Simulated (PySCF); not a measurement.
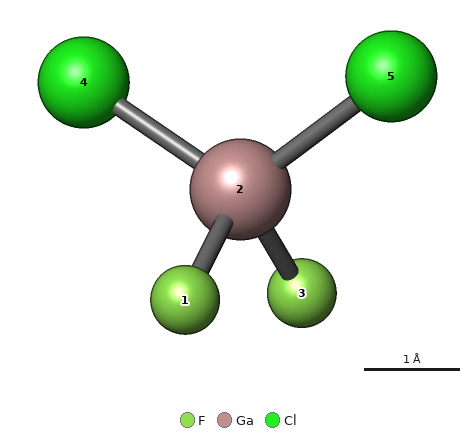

Fig. 1: The structure (ball-and-stick view, seen at a tilt; atoms are numbered from 1 in the order of the input). Sticks mark near contacts. Bond lengths as drawn: Cl–Ga 2.14 Å and F–Ga 1.81 Å.

Excited-state calculation, with input and output: GaCl₂F₂ (charge −1)

GaCl₂F₂, charge −1, SMILES [F][Ga-]([F])([Cl])[Cl], computed with TDDFT wB97X-D/def2-SVPD, vertical, gas phase, core orbitals frozen in the response (PySCF 2.14.0).

The geometry comes from this level: GFN2-xTB.

**Output**
```
coarse grid: 30648 points
cycle   1  E = -3044.4356435237  dE = -5.028e-01  |g| = 9.634e-01  |ddm| = 2.797e+00
cycle   2  E = -3044.3475841320  dE =  8.806e-02  |g| = 1.307e+00  |ddm| = 1.726e+00
cycle   3  E = -3044.5966586065  dE = -2.491e-01  |g| = 6.451e-02  |ddm| = 8.611e-01
cycle   4  E = -3044.5976202645  dE = -9.617e-04  |g| = 2.750e-02  |ddm| = 1.112e-01
cycle   5  E = -3044.5977690655  dE = -1.488e-04  |g| = 9.085e-03  |ddm| = 4.037e-02
cycle   6  E = -3044.5977814727  dE = -1.241e-05  |g| = 1.562e-03  |ddm| = 1.026e-02
cycle   7  E = -3044.5977822670  dE = -7.943e-07  |g| = 3.643e-04  |ddm| = 4.269e-03
final grid: 59992 points
cycle   8  E = -3044.5975762130  dE = -1.001e-06  |g| = 1.297e-03  |ddm| = 5.692e-03
cycle   9  E = -3044.5975762897  dE = -7.672e-08  |g| = 1.217e-03  |ddm| = 2.419e-03
cycle  10  E = -3044.5975765336  dE = -2.439e-07  |g| = 2.210e-04  |ddm| = 1.023e-03
cycle  11  E = -3044.5975765409  dE = -7.265e-09  |g| = 2.042e-05  |ddm| = 1.743e-04
cycle  12  E = -3044.5975765410  dE = -1.723e-10  |g| = 8.111e-06  |ddm| = 4.862e-05
```

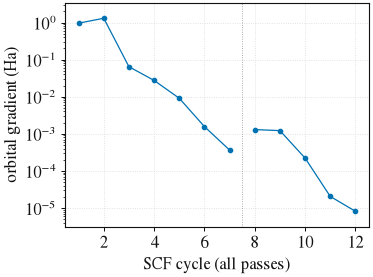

Fig. 2: Convergence of the self-consistent field: orbital gradient against the SCF cycle. The dotted line marks the change from a coarse to the final integration grid. The first 7 cycles use a coarse grid, the final grid takes over at cycle 8, and the field converges after 12 cycles in all.

```
converged SCF energy = -3044.5975765410

Static polarisability (au): isotropic 59.871, principal 53.057 58.094 68.462

Singlet excitations
state   eV       nm        f      main configurations
  1   7.2647    170.7   0.05126   H->L 0.81
  2   7.3570    168.5   0.00000   H-1->L 0.80
  3   7.5563    164.1   0.11842   H-2->L 0.78, H-1->L+1 0.09
  4   7.6411    162.3   0.13505   H-3->L 0.76, H->L+1 0.10
  5   8.2264    150.7   0.34150   H-4->L 0.83
  6   8.4177    147.3   0.07067   H-5->L 0.73, H-5->L+4 0.09, H-5->L+3 0.08
  7   8.5895    144.3   0.00000   H-7->L 0.69, H-7->L+4 0.08, H-7->L+3 0.08
  8   8.6417    143.5   0.10981   H-6->L 0.68

Triplet excitations (Tamm-Dancoff, eV): 7.0203 7.1492 7.2924
```

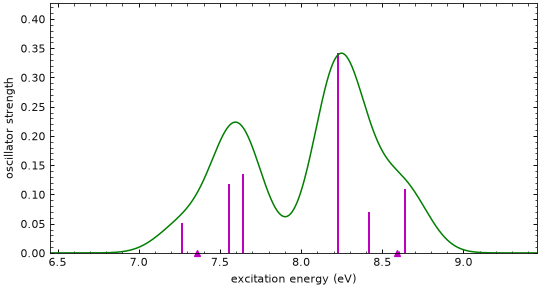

Fig. 3: Computed excitations as sticks (degenerate states added up, dark ones marked on the axis), with a Gaussian envelope of 0.35 eV full width at half maximum, scaled to the tallest. Of the 8 states the lowest lies at 7.26 eV (f = 0.051); the strongest line is at 8.23 eV, or 151 nm (f = 0.342).

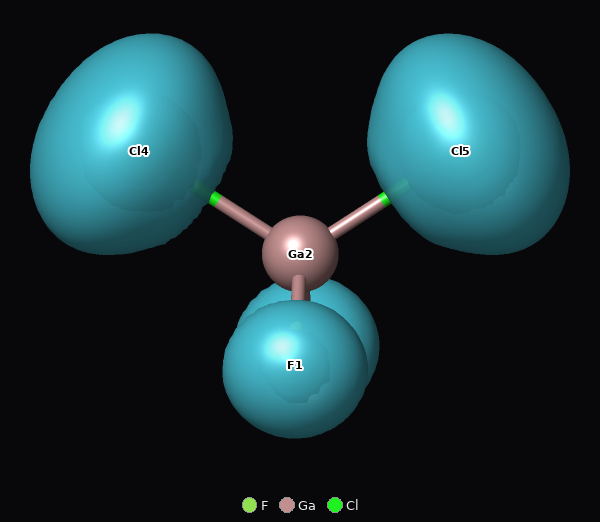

Fig. 4: Isosurface of the ELF at 0.75 (cyan), seen face on. Only the valence region is drawn (cores and ρ < 0.01 e/Å³ removed). Profiles from the grid: Ga–F (1.81 Å): the ELF peaks at about 0.80 in the valence shell of F, 0.5 Å from its nucleus, and is about 0.15 at the midpoint. Ga–Cl (2.14 Å): the ELF peaks at about 0.85 in the valence shell of Cl, 0.8 Å from its nucleus, and is about 0.55 at the midpoint.

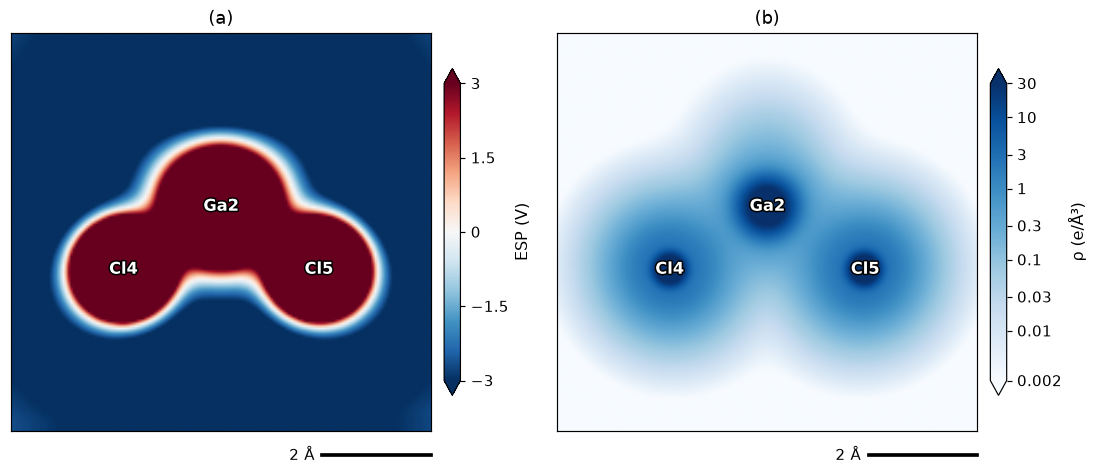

Fig. 5: (a) molecular electrostatic potential; (b) total electron density on the plane of atoms Cl4, Ga2 and Cl5. The plane passes through Ga and Cl nuclei. Ga–Cl (2.14 Å): ρ at the midpoint is about 0.69 e/Å³.

This output came from the following input.

**Input file**
```
{"job": {"kind": "uv", "xc": "wB97X-D", "basis": "def2-SVPD", "nstates": 8, "ntriplets": 3}, "charge": -1, "multiplicity": 1}
F      0.010494    -1.179694    -1.386292
Ga     0.001648    -0.011991    -0.003363
F     -0.072325    -1.096846     1.443234
Cl     1.831153     1.097392     0.019429
Cl    -1.762348     1.193992    -0.090193
```

The first line tells a small driver script what to run in PySCF; the rest is the geometry in Å.

Launched with:
```bash
OMP_NUM_THREADS=1 python <driver script> task.json out
```

**Key numbers**

| quantity | value |
| --- | --- |
| outcome | converged |
| total energy | −3044.597577 hartree |
| HOMO | −6.59 eV |
| LUMO | 4.65 eV |
| mean polarisability | 59.87 a.u. |
| lowest singlet excitation | 7.26 eV |
| hardware | 1 CPU thread, shared host |
| wall time | 29 s |
| peak memory | 0.55 GiB |

**Remarks**

Spin–orbit coupling is left out, which matters for the heavy atoms.
